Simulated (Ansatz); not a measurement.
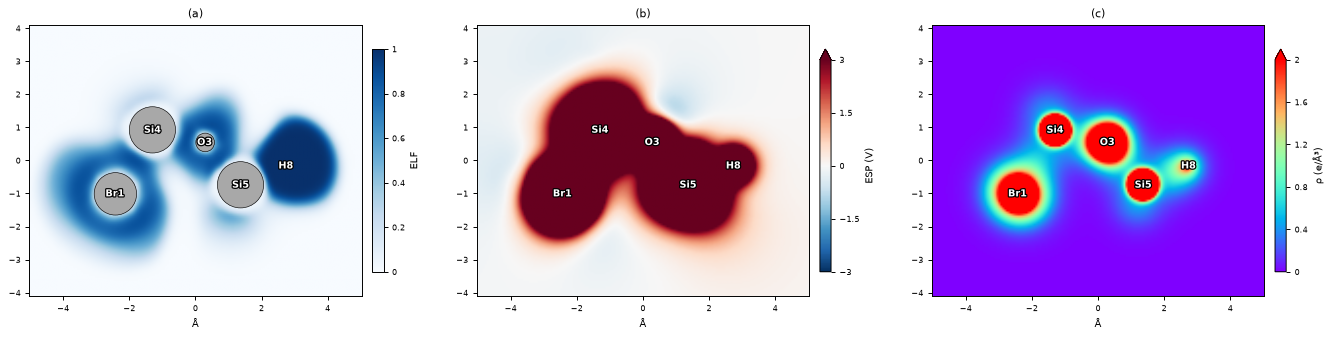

Figure. BrH₅O₂Si₂ (SMILES O[SiH](Br)O[SiH3]). (a) electron localisation function; (b) molecular electrostatic potential; (c) total electron density on the plane of atoms Si4, O3 and Si5. Grey discs cover the atomic cores in the ELF map.

Geometry: PBE0-D3(BJ)/def2-SVP.

Method: Ansatz 0.2.0, isolated molecule in a Gaussian basis; Kohn-Sham density functional theory, functional PBE0.

```xyz
10

Br    1.5393    2.3741    0.6731
O    -1.0058    2.3468   -1.2631
O     0.3682    0.0081   -1.0048
Si    0.4707    1.6382   -1.1473
Si    0.7582   -1.2750   -0.0113
H    -1.6132    2.2666   -0.5211
H     1.2234    2.0256   -2.3524
H     0.3470   -2.5204   -0.7143
H     0.0206   -1.1605    1.2807
H     2.2256   -1.2978    0.2510
```

Q: Interpret the plot.

A:
- The section cuts through Br, O, Si and H sites.
- Si–O (1.64 Å): ρ at the midpoint is about 1.1 e/Å³; the ELF peaks at about 0.85 between the atoms (a polar covalent bond).
- Si–Br (2.24 Å): ρ is about 0.76 e/Å³ halfway; the ELF peaks at about 0.90 between the atoms (a polar covalent bond).
- Si–H (1.49 Å): ρ is about 0.79 e/Å³ halfway; the ELF climbs to about 1 towards the hydrogen, as it does in any bond to H.
- The ELF also peaks beside Br1 and O3, away from the bonds: lone-pair regions.
- Outside the dense part of the molecule the potential is most negative (−0.8 V) near O3.
